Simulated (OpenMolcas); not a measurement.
**Single-point calculation, with input and output: P₂H₄ (part 2 of 2)**

P₂H₄; MRCI/STO-3G (OpenMolcas 26.06). A bond length was changed on purpose from its optimised value.

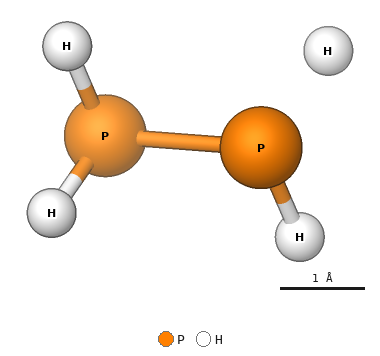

Figure 1. The input geometry (ball-and-stick view, seen on its broad side).

### The program's output, continued
```
      COEFFICIENTS FOR AIBJ     6869
      DIFFERENT TYPES      258      321     1104     1468      435      609     2602
      TIME FOR AIBJ                0

      COEFFICIENTS FOR AIJK    21942
      TIME FOR AIJK                0

      COEFFICIENTS FOR IJ       2057

      COEFFICIENTS FOR AI        808
      TIME FOR ONEEL               0
--- Stop Module: guga /rc=_RC_ALL_IS_WELL_ ---

--- Start Module: mrci ---

                                               &MRCI

                       available to each process: 1.9 GB of memory, 1 thread

      ************************************************************************************************************************
      *                                                        Title:                                                        *
      *                                                ( No title was given )                                                *
      ************************************************************************************************************************

      Cartesian coordinates in angstrom:
      -----------------------------------------------------
      No.  Label        X            Y            Z
      -----------------------------------------------------
       1   P1        -0.32225200  -0.51900200  -0.98078800
       2   P2         0.24443800  -0.17106200   1.06744200
       3   H3        -1.67717200  -0.27982200  -0.74169800
       4   H4        -0.48087200  -1.89367200  -0.80135800
       5   H5         1.60011800  -0.40625200   0.83416200
       6   H6         0.44008000   1.54930000   0.84485000
      -----------------------------------------------------
      Nuclear repulsion energy =   89.79325187
       THIS IS AN   S D C I   CALCULATION
       (But an ACPF correction will be computed)
       USE THE DEFAULT ACPF G-VALUE GFAC=  0.14285714285714285

       A SMALL CI IS PERFORMED INVOLVING ONLY THE REFERENCE STATES.
       THIS REFERENCE CI WILL USE THE FOLLOWING ROOT SELECTION CRITERIA:

       ROOT SELECTION BY ENERGY ORDERING.
      ONE SINGLE ROOT, NUMBER        1

       THE REFERENCE CI IS FOLLOWED BY THE FULL SPACE
       CALCULATION, WHERE THE SELECTION CRITERION
       IS MAXIMUM OVERLAP WITH THE ROOT(S) SELECTED IN
       THE REFERENCE CI.

      MALMQVIST DIAGONALIZATION

      PRINT LEVEL                          1
      WORKSPACE WORDS, (Re(wp))    232498481
      MAXIMUM NR OF ORBITALS           10000
      MAX NR OF STORED CI/SGM ARR.        10
      MAX NR OF ITERATIONS                20
      ENERGY CONVERGENCE THRESHOLD  1.00E-08
      SPIN QUANTUM NUMBER                0.0
      CORRELATED ELECTRONS                14
      WAVE FUNCTION SYMMETRY LABEL         1
      POINT GROUP ORDER                    1

      SYMMETRY LABEL:                             1
      INACTIVE ORBITALS                           6    6
      ACTIVE ORBITALS                             2    2
      ADDED VALENCE ORB                           0    0
      VIRTUAL ORBITALS                            4    4

      SUM:CORREL ORBITALS                        12   12

      FROZEN ORBITALS                             0    0
      DELETED ORBITALS                            0    0

      SUM:ORBITALS IN CI                         12   12

      PRE-FROZEN ORBITALS                        10   10
      PRE-DELETED ORBITALS                        0    0
      SUM:   TOTAL BASIS                         22   22

         3 REFERENCE STATES
      Occupation of the reference states
      Active orbital nr. 1 2
      Ref nr  1          0 2
      Ref nr  2          1 1
      Ref nr  3          2 0

       FIRST ORDER INTERACTING SPACE.

       LIST OF REFERENCE CONFIGURATIONS.
      CONF NR:    GUGA CASE NUMBERS OF ACTIVE ORBITALS:
         34       33333303
         35       33333312
         36       33333330

       REAL CONFIGURATIONS:

                     REFERENCE        3
                 OTHER VALENCE       33
       DOUBLET COUPLED SINGLES      392
       TRIPLET COUPLED DOUBLES      342
       SINGLET COUPLED DOUBLES      760
                        TOTAL     1530

      STATISTICS FOR INTEGRALS, FIRST ENTRY 10**3-10**4

               0         0         0         0        81
             716      1731       487        62         4
               0         0         0         0         0
               0         0         0         0         0

 ------------------------------------------------------------
    REFERENCE CI CALCULATION.
 ------------------------------------------------------------
  ROOT SELECTION BY ENERGY ORDERING.
  ONE SINGLE ROOT, NUMBER.....:        1

         LOWEST REFERENCE CI ROOTS:
                      ROOT      1              2              3
                    ENERGY  -676.12250244  -675.55337877  -675.27799962
 CSF NR   34 CASE 33333303    -0.203982      -0.149939       0.967424
          35      33333312     0.000000       0.988201       0.153160
          36      33333330     0.978975      -0.031242       0.201575

 ROOT NR  1 IS USED AS START VECTOR.

 ------------------------------------------------------------
    MR SDCI CALCULATION.
 ------------------------------------------------------------

          CONVERGENCE STATISTICS:
 ITER NVEC     ENERGIES    LOWERING RESIDUAL SEL.WGT CPU(S) CPU TOT
    1    1   -676.12250244          3.41E-01  1.000     0.0     0.0
    2    2   -676.20316863-8.07E-02 7.63E-02  0.943     0.0     0.0
    3    3   -676.20671140-3.54E-03 1.93E-02  0.939     0.0     0.0
    4    4   -676.20694788-2.36E-04 5.11E-03  0.938     0.0     0.0
    5    5   -676.20696450-1.66E-05 1.57E-03  0.938     0.0     0.0
    6    6   -676.20696598-1.48E-06 3.88E-04  0.938     0.0     0.0
    7    7   -676.20696606-8.59E-08 9.12E-05  0.938     0.0     0.0
    8    8   -676.20696607-4.90E-09 2.22E-05  0.938     0.0     0.0
  CONVERGENCE IN ENERGY.
  **********************************************************************
               FINAL RESULTS FOR STATE NR   1
 CORRESPONDING ROOT OF REFERENCE CI IS NR:  1
            REFERENCE CI ENERGY:  -676.12250244
         EXTRA-REFERENCE WEIGHT:     0.06208434
          CI CORRELATION ENERGY:    -0.08446363
                      CI ENERGY:  -676.20696607
            DAVIDSON CORRECTION:    -0.00559098
               CORRECTED ENERGY:  -676.21255705
                ACPF CORRECTION:    -0.00474738
               CORRECTED ENERGY:  -676.21171344

      CI-COEFFICIENTS LARGER THAN 0.050
  NOTE: THE FOLLOWING ORBITALS WERE FROZEN
  ALREADY AT THE INTEGRAL TRANSFORMATION STEP
  AND DO NOT EXPLICITLY APPEAR:
        SYMMETRY:   1
      PRE-FROZEN:  10
  ORDER OF SPIN-COUPLING: (PRE-FROZEN, NOT SHOWN)
                          (FROZEN, NOT SHOWN)
                           VIRTUAL
                           ADDED VALENCE
                           INACTIVE
                           ACTIVE

  ORBITALS ARE NUMBERED WITHIN EACH SEPARATE SYMMETRY.
  **********************************************************************

 NATURAL ORBITALS OF STATE NR.  1
  FULL SET OF ORBITALS ARE SAVED ON FILE CIORB01

 NATURAL ORBITALS IN AO BASIS. IN EACH SYMMETRY,
 THE ORBITALS PRINTED ARE THOSE UP TO AND INCLUDING
 THE LAST ORBITAL WITH OCCUPATION NUMBER LARGER
 THAN THRORB =  0.0000100

                            SYMMETRY LABEL  1

     ORBITAL             1       2       3       4       5       6       7       8       9      10
     OCC.NO.         2.00000 2.00000 2.00000 2.00000 2.00000 2.00000 2.00000 2.00000 2.00000 2.00000

   1  P1     1s      -0.9940  0.0113  0.3437 -0.0933 -0.0016  0.0000  0.0068 -0.0041 -0.0006  0.0007
   2  P1     1s      -0.0180  0.0001 -1.0057  0.2730  0.0048 -0.0000 -0.0201  0.0125  0.0019 -0.0020
   3  P1     1s       0.0032  0.0004 -0.0584  0.0079 -0.0040 -0.0002  0.0175  0.0008  0.0031  0.0063
   4  P1     2px      0.0002 -0.0000  0.0088 -0.0021 -0.5181  0.5616 -0.5424  0.2718 -0.0607 -0.0766
   5  P1     2px     -0.0004  0.0001  0.0052 -0.0034 -0.0374  0.0402 -0.0378  0.0195 -0.0013 -0.0021
   6  P1     2py      0.0001 -0.0000  0.0071 -0.0018 -0.3215 -0.7903 -0.4411  0.1429  0.1105 -0.0788
   7  P1     2py     -0.0003  0.0001  0.0042 -0.0024 -0.0233 -0.0566 -0.0305  0.0113  0.0058 -0.0024
   8  P1     2pz     -0.0002 -0.0001 -0.0134  0.0045 -0.7337 -0.0436  0.4378 -0.4664 -0.1115 -0.0209
   9  P1     2pz      0.0004  0.0005 -0.0094 -0.0051 -0.0529 -0.0033  0.0351 -0.0229 -0.0033  0.0022
  10  P2     1s       0.0112  0.9940 -0.0927 -0.3440  0.0016 -0.0001 -0.0006 -0.0008 -0.0030 -0.0068
  11  P2     1s       0.0003  0.0180  0.2714  1.0065 -0.0046  0.0004  0.0016  0.0025  0.0091  0.0203
  12  P2     1s      -0.0005 -0.0030  0.0217  0.0512  0.0126 -0.0002 -0.0036  0.0041 -0.0050 -0.0090
  13  P2     2px     -0.0000  0.0001  0.0027  0.0089 -0.0566 -0.0960  0.3680  0.5840 -0.4859 -0.4861
  14  P2     2px      0.0001 -0.0003 -0.0004  0.0060 -0.0056 -0.0090  0.0290  0.0391 -0.0345 -0.0340
  15  P2     2py     -0.0000  0.0001  0.0012  0.0037 -0.0322  0.0978  0.1513  0.0338  0.7465 -0.6066
  16  P2     2py      0.0001 -0.0000 -0.0007  0.0026 -0.0035  0.0098  0.0130  0.0009  0.0529 -0.0425
  17  P2     2pz     -0.0001 -0.0002 -0.0029 -0.0139 -0.2141 -0.0121  0.3485  0.5571  0.3737  0.5872
  18  P2     2pz      0.0005  0.0004 -0.0092 -0.0052 -0.0256 -0.0010  0.0261  0.0340  0.0240  0.0390
  19  H3     1s      -0.0008 -0.0000  0.0111 -0.0026 -0.0055  0.0123 -0.0109  0.0063 -0.0016 -0.0017
  20  H4     1s      -0.0008 -0.0000  0.0111 -0.0025 -0.0048 -0.0127 -0.0113  0.0045  0.0027 -0.0028
  21  H5     1s       0.0000  0.0008 -0.0033 -0.0106 -0.0003  0.0016 -0.0045 -0.0089  0.0122  0.0098
  22  H6     1s       0.0000  0.0005 -0.0017 -0.0056 -0.0002 -0.0003 -0.0007 -0.0004 -0.0044  0.0061

     ORBITAL            11      12      13      14      15      16      17      18      19      20
     OCC.NO.         1.99480 1.99323 1.97827 1.97469 1.97223 1.96762 1.91662 0.08574 0.03689 0.03069

   1  P1     1s       0.0665 -0.0609 -0.0012  0.0065 -0.0033 -0.0009 -0.0048 -0.0024  0.0093  0.0027
   2  P1     1s      -0.2324  0.2091 -0.0049 -0.0169  0.0093  0.0024  0.0149  0.0069 -0.0312 -0.0090
   3  P1     1s       0.6651 -0.6762 -0.1479  0.1546 -0.0692 -0.0133 -0.0722 -0.0434  0.1222  0.0388
   4  P1     2px     -0.0231  0.0296  0.1535 -0.0046  0.1134  0.0913  0.0133  0.0061 -0.1452  0.1331
   5  P1     2px      0.0763 -0.1097 -0.4202  0.0280 -0.3030 -0.2440 -0.0401 -0.0224  0.5165 -0.4857
   6  P1     2py     -0.0173  0.0224  0.0963 -0.1230 -0.1260  0.0393  0.0195 -0.0077 -0.0582 -0.2485
   7  P1     2py      0.0587 -0.0821 -0.2678  0.3324  0.3240 -0.1035 -0.0560  0.0303  0.2040  0.9016
   8  P1     2pz      0.0059 -0.0567 -0.0986  0.0907 -0.0638  0.1813  0.0080 -0.0126 -0.2026 -0.0539
   9  P1     2pz     -0.0559  0.1547  0.2962 -0.2717  0.1872 -0.5308 -0.0211  0.0392  0.7051  0.1918
  10  P2     1s       0.0604  0.0680 -0.0058  0.0063 -0.0031 -0.0009 -0.0036  0.0194 -0.0122 -0.0143
  11  P2     1s      -0.2106 -0.2334  0.0231 -0.0146  0.0062  0.0033  0.0101 -0.0616  0.0399  0.0432
  12  P2     1s       0.6053  0.7551 -0.0172  0.1735 -0.1014  0.0023 -0.0896  0.2826 -0.1706 -0.2388
  13  P2     2px      0.0215  0.0315  0.1018  0.1396 -0.0714 -0.0921 -0.0281 -0.0094 -0.1516  0.0394
  14  P2     2px     -0.0682 -0.1148 -0.2686 -0.3795  0.1976  0.2432  0.0899  0.0340  0.5380 -0.1509
  15  P2     2py      0.0112  0.0189  0.0108 -0.0294 -0.0074 -0.0056 -0.2057 -0.2712 -0.0104  0.0204
  16  P2     2py     -0.0328 -0.0652 -0.0317  0.0684  0.0234  0.0165  0.5743  0.9102  0.0341 -0.0698
  17  P2     2pz      0.0000 -0.0570 -0.0202 -0.1034  0.0795 -0.1872  0.0339  0.0103 -0.2068 -0.0577
  18  P2     2pz      0.0382  0.1588  0.0611  0.3062 -0.2353  0.5477 -0.1065 -0.0380  0.7193  0.2070
  19  H3     1s       0.0495 -0.0510  0.3662  0.0420  0.4877  0.2156  0.0010 -0.0354  0.2988 -0.6308
  20  H4     1s       0.0534 -0.0489  0.3080 -0.3775 -0.3960  0.1085  0.1231  0.1253  0.1003  0.7172
  21  H5     1s       0.0385  0.0516 -0.2764 -0.4559  0.2686  0.2501 -0.0682  0.0229 -0.3247  0.2733
  22  H6     1s       0.0301  0.0441 -0.0118  0.0229  0.0008 -0.0019  0.6665 -0.8567  0.0384  0.0734

     ORBITAL            21      22
     OCC.NO.         0.02628 0.02294

   1  P1     1s       0.0009 -0.0518
   2  P1     1s      -0.0037  0.1529
   3  P1     1s       0.0038 -0.9172
   4  P1     2px     -0.1213 -0.1633
   5  P1     2px      0.4405  0.6201
   6  P1     2py      0.0251 -0.1334
   7  P1     2py     -0.0909  0.5050
   8  P1     2pz     -0.0545  0.1293
   9  P1     2pz      0.1956 -0.4803
  10  P2     1s      -0.0356  0.0152
  11  P2     1s       0.1061 -0.0463
  12  P2     1s      -0.6197  0.2563
  13  P2     2px      0.2366  0.0147
  14  P2     2px     -0.8774 -0.0475
  15  P2     2py     -0.0466  0.0324
  16  P2     2py      0.1687 -0.1171
  17  P2     2pz     -0.0961  0.0976
  18  P2     2pz      0.3519 -0.3573
  19  H3     1s       0.2966  0.7651
  20  H4     1s      -0.0622  0.7865
  21  H5     1s       0.9786 -0.1391
  22  H6     1s       0.1016 -0.0331
  **********************************************************************

 MULLIKEN CHARGES FOR STATE NR  1

++    Molecular charges:
      ------------------

      Mulliken charges per centre and basis function type
      ---------------------------------------------------

                P1      P2      H3      H4      H5      H6
      1s       5.7425  5.7893  1.1087  1.1097  1.1121  1.1052
      2px      2.9667  2.9530  0.0000  0.0000  0.0000  0.0000
      2pz      3.1678  3.1434  0.0000  0.0000  0.0000  0.0000
      2py      2.9066  2.8952  0.0000  0.0000  0.0000  0.0000
      Total   14.7835 14.7808  1.1087  1.1097  1.1121  1.1052

      N-E      0.2165  0.2192 -0.1087 -0.1097 -0.1121 -0.1052

      Total electronic charge=   34.000000

      Total            charge=   -0.000000
--

  **********************************************************************

  SUMMARY OF ENERGIES:
                ROOT:       1
        TOTAL ENERGY:   -676.20696607
 DAVIDSON CORRECTION:     -0.00559098
     ACPF CORRECTION:     -0.00474738

  Energies, machine-readable format:
  CI State   1     Total energy:   -676.20696607     QDav:     -0.00559098     QACPF:     -0.00474738

  EXPECTATION VALUES OF VARIOUS OPERATORS:
 (Note: Electronic multipoles include a negative sign.)

    PROPERTY :MLTPL  0   COMPONENT:   1
     GAUGE ORIGIN:      0.00000000      0.00000000      0.00000000
             ROOT:       1
       ELECTRONIC:    -34.00000000
          NUCLEAR:     34.00000000
            TOTAL:     -0.00000000

    PROPERTY :MLTPLS 0   COMPONENT:   1
     GAUGE ORIGIN:      0.00000000      0.00000000      0.00000000
             ROOT:       1
       ELECTRONIC:    -34.00000000
          NUCLEAR:     34.00000000
            TOTAL:     -0.00000000

    PROPERTY :MLTPL  1   COMPONENT:   1
     GAUGE ORIGIN:     -0.07243298     -0.64192223      0.08079798
             ROOT:       1
       ELECTRONIC:     -0.03990778
          NUCLEAR:      0.03431733
            TOTAL:     -0.00559045

    PROPERTY :MLTPL  1   COMPONENT:   2
     GAUGE ORIGIN:     -0.07243298     -0.64192223      0.08079798
             ROOT:       1
       ELECTRONIC:     -0.46034556
          NUCLEAR:      0.31761558
            TOTAL:     -0.14272998

    PROPERTY :MLTPL  1   COMPONENT:   3
     GAUGE ORIGIN:     -0.07243298     -0.64192223      0.08079798
             ROOT:       1
       ELECTRONIC:      0.04254591
          NUCLEAR:     -0.03392676
            TOTAL:      0.00861915

    PROPERTY :MLTPL  2   COMPONENT:   1
     GAUGE ORIGIN:     -0.07243298     -0.64192223      0.08079798
             ROOT:       1
       ELECTRONIC:    -48.05741361
          NUCLEAR:     29.29550229
            TOTAL:    -18.76191132

    PROPERTY :MLTPL  2   COMPONENT:   2
     GAUGE ORIGIN:     -0.07243298     -0.64192223      0.08079798
             ROOT:       1
       ELECTRONIC:    -10.38516554
          NUCLEAR:     10.22445781
            TOTAL:     -0.16070773

    PROPERTY :MLTPL  2   COMPONENT:   3
     GAUGE ORIGIN:     -0.07243298     -0.64192223      0.08079798
             ROOT:       1
       ELECTRONIC:    -42.47601023
          NUCLEAR:     43.01306693
            TOTAL:      0.53705669

    PROPERTY :MLTPL  2   COMPONENT:   4
     GAUGE ORIGIN:     -0.07243298     -0.64192223      0.08079798
             ROOT:       1
       ELECTRONIC:    -43.54549104
          NUCLEAR:     24.64027983
            TOTAL:    -18.90521121

    PROPERTY :MLTPL  2   COMPONENT:   5
     GAUGE ORIGIN:     -0.07243298     -0.64192223      0.08079798
             ROOT:       1
       ELECTRONIC:    -28.66344456
          NUCLEAR:     28.82603260
            TOTAL:      0.16258803

    PROPERTY :MLTPL  2   COMPONENT:   6
     GAUGE ORIGIN:     -0.07243298     -0.64192223      0.08079798
             ROOT:       1
       ELECTRONIC:   -142.68431651
          NUCLEAR:    121.63736229
            TOTAL:    -21.04695422

    PROPERTY :KINETIC    COMPONENT:   1
     GAUGE ORIGIN:      0.00000000      0.00000000      0.00000000
             ROOT:       1
       ELECTRONIC:    667.94399176
          NUCLEAR:      0.00000000
            TOTAL:    667.94399176

    PROPERTY :ATTRACT    COMPONENT:   1
     GAUGE ORIGIN:      0.00000000      0.00000000      0.00000000
             ROOT:       1
       ELECTRONIC:  -1787.69771501
          NUCLEAR:     89.79325187
            TOTAL:  -1697.90446314

    PROPERTY :ATTRACTS   COMPONENT:   1
     GAUGE ORIGIN:      0.00000000      0.00000000      0.00000000
             ROOT:       1
       ELECTRONIC:  -1780.93584091
          NUCLEAR:     89.79325187
            TOTAL:  -1691.14258904

    PROPERTY :MLTPV  2   COMPONENT:   1
     GAUGE ORIGIN:     -0.07243298     -0.64192223      0.08079798
             ROOT:       1
       ELECTRONIC:     33.97364935
          NUCLEAR:      0.00000000
            TOTAL:     33.97364935

    PROPERTY :MLTPV  2   COMPONENT:   2
     GAUGE ORIGIN:     -0.07243298     -0.64192223      0.08079798
             ROOT:       1
       ELECTRONIC:     -0.19033971
          NUCLEAR:      0.00000000
            TOTAL:     -0.19033971

    PROPERTY :MLTPV  2   COMPONENT:   3
     GAUGE ORIGIN:     -0.07243298     -0.64192223      0.08079798
             ROOT:       1
       ELECTRONIC:     -0.39971974
          NUCLEAR:      0.00000000
            TOTAL:     -0.39971974

    PROPERTY :MLTPV  2   COMPONENT:   4
     GAUGE ORIGIN:     -0.07243298     -0.64192223      0.08079798
             ROOT:       1
       ELECTRONIC:     34.13447837
          NUCLEAR:      0.00000000
            TOTAL:     34.13447837

    PROPERTY :MLTPV  2   COMPONENT:   5
     GAUGE ORIGIN:     -0.07243298     -0.64192223      0.08079798
             ROOT:       1
       ELECTRONIC:     -0.12490998
          NUCLEAR:      0.00000000
            TOTAL:     -0.12490998

    PROPERTY :MLTPV  2   COMPONENT:   6
     GAUGE ORIGIN:     -0.07243298     -0.64192223      0.08079798
             ROOT:       1
       ELECTRONIC:     33.43208230
          NUCLEAR:      0.00000000
            TOTAL:     33.43208230

    PROPERTY :ONEHAM     COMPONENT:   1
     GAUGE ORIGIN:      0.00000000      0.00000000      0.00000000
             ROOT:       1
       ELECTRONIC:  -1119.75372326
          NUCLEAR:     89.79325187
            TOTAL:  -1029.96047139

    PROPERTY :ONEHAM 0   COMPONENT:   1
     GAUGE ORIGIN:      0.00000000      0.00000000      0.00000000
             ROOT:       1
       ELECTRONIC:  -1119.75372326
          NUCLEAR:     89.79325187
            TOTAL:  -1029.96047139

    PROPERTY :FCKINT     COMPONENT:   1
     GAUGE ORIGIN:      0.00000000      0.00000000      0.00000000
             ROOT:       1
       ELECTRONIC:   -467.13153227
          NUCLEAR:      0.00000000
            TOTAL:   -467.13153227

--- Stop Module: mrci /rc=_RC_ALL_IS_WELL_ ---

.##################.
.# Happy landing! #.
.##################.

    Timing: Wall=1.54 User=1.12 System=0.41
```

The run was set up as follows.

### Input
```
* H4P2 MRCI
>>> EXPORT MOLCAS_PRINT=2
&GATEWAY
BasLib
$CurrDir
Coord
6
angstrom
P       -0.322252      -0.519002      -0.980788
P        0.244438      -0.171062       1.067442
H       -1.677172      -0.279822      -0.741698
H       -0.480872      -1.893672      -0.801358
H        1.600118      -0.406252       0.834162
H        0.440080       1.549300       0.844850
Basis
STO-3G
Group
NoSym
&SEWARD
&RASSCF
FileOrb
$CurrDir/step2.RasOrb
Spin
1
Nactel
2 0 0
Inactive
16
Ras2
2
OrbListing
Nothing
&MOTRA
LumOrb
Frozen
10
&GUGA
Electrons
14
Spin
1
Inactive
6
Active
2
CIAll
1
&MRCI
SDCI
```

Launched with:
```bash
export MOLCAS_MEM=1860
pymolcas step5.inp > step5.log
```

### Summary

```json
{"quantity": "outcome", "value": "converged"}
{"quantity": "total energy", "value": "−676.206966 hartree"}
{"quantity": "basis functions", "value": "22"}
{"quantity": "hardware", "value": "1 thread of Arm Neoverse V1, 24 GiB of memory available, shared host"}
{"quantity": "wall time", "value": "1.8 s"}
{"quantity": "peak memory", "value": "0.37 GiB"}
```
